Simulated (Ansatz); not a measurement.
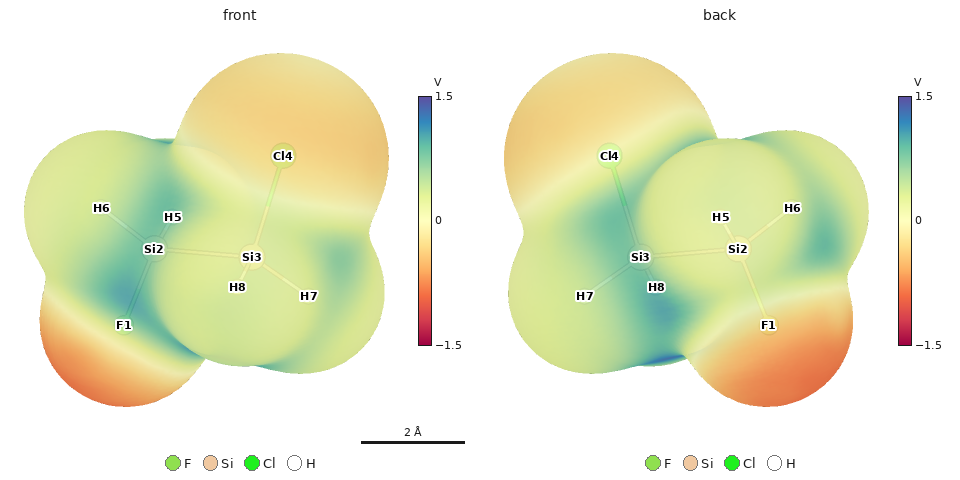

ClFH4Si2 (SMILES F[SiH2][SiH2]Cl). The molecular electrostatic potential painted on the density surface at 0.001 e/bohr³, seen from the front and from behind; red is negative and blue positive.

These are results of RKS B3LYP-D4/def2-SVP in Ansatz 0.2.0, not measurements.

```xyz
8

F    -1.5987    1.6608    0.4612
Si   -0.1283    1.1710   -0.0608
Si    0.0158   -1.1675    0.0967
Cl    1.9421   -1.6034   -0.5975
H     0.0400    1.6027   -1.4760
H     0.9135    1.8087    0.7909
H    -0.9765   -1.8674   -0.7649
H    -0.1159   -1.6620    1.4948
```

> Where is the surface potential most negative and most positive?

The most negative region (about −0.8 V) lies over F1, the most positive (about +1.2 V) over Si3.
